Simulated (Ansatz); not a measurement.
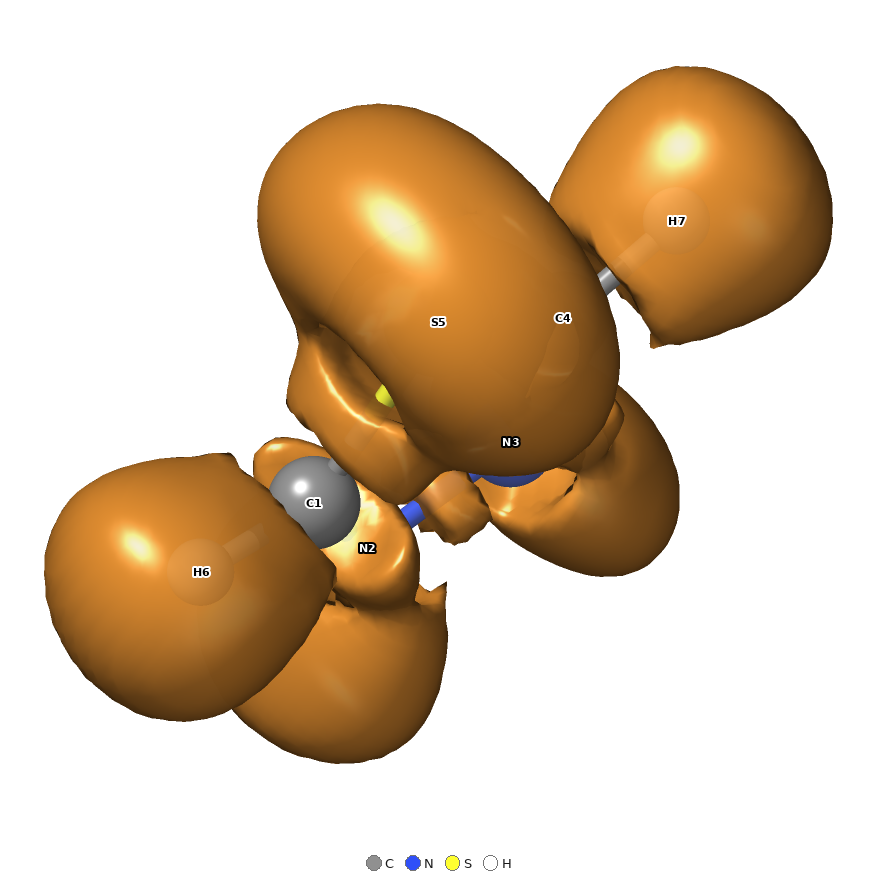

The picture shows: C$_{2}$H$_{2}$N$_{2}$S (SMILES c1nncs1). Isosurface of the ELF at 0.75 (orange), seen at an oblique angle. Only the valence region is drawn (cores and ρ < 0.01 e/Å³ removed).

Geometry: PBE0-D4/def2-TZVP.

Computed with RKS PBE0-D4/def2-TZVPP in Ansatz 0.2.0.

```xyz
7

C    -0.4419    0.6870    0.8479
N    -1.2536   -0.1182    0.2398
N    -0.6374   -0.8551   -0.7109
C     0.6271   -0.5917   -0.8017
S     1.1758    0.6051    0.2929
H    -0.7539    1.3550    1.6381
H     1.2839   -1.0822   -1.5061
```

> Identify the bonds, lone pairs and shells in this picture.

At this value the surface marks out one region between bonded N–N atoms (shared pairs), two regions around hydrogen nuclei, two regions on N in which the atom's valence shell and bonds are merged and one region on S in which the atom's valence shell and bonds are merged. Profiles from the grid: C–N (1.29 Å): the ELF peaks at about 0.90 between the atoms, as expected for localised, covalent bonding. N–N (1.35 Å): the ELF peaks at about 0.90 between the atoms, as expected for localised, covalent bonding.
